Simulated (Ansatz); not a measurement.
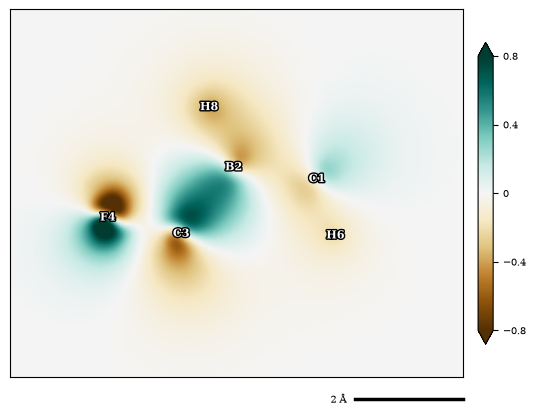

Figure 1: C$_{2}$H$_{6}$BF (SMILES CBCF). One frontier orbital on the plane of atoms B2, C3 and F4 (values in Å⁻³ᐟ²; the overall sign is arbitrary).

Geometry: PBE0-D4/def2-TZVP.

Theory: RKS PBE0-D4/def2-TZVPP (Ansatz 0.2.0).

```xyz
10

C    -0.5305    1.2377    0.2172
B     0.0069    0.0294   -0.6032
C     0.5372   -1.2383    0.1283
F     0.9945   -2.2592   -0.6915
H    -1.5645    1.4497   -0.0814
H    -0.4992    1.1248    1.3032
H     0.0262    2.1424   -0.0559
H     0.0132    0.0684   -1.8008
H    -0.2541   -1.6485    0.7752
H     1.3536   -0.9577    0.8117
```

Q: Which orbital is it: HOMO or LUMO?

A: The HOMO, at −8.64 eV. By Hirshfeld shares it lies mainly on C3 (about 30 %), F4 (about 25 %), B2 (about 20 %), H8 (about 5 %) and C1 (about 5 %).
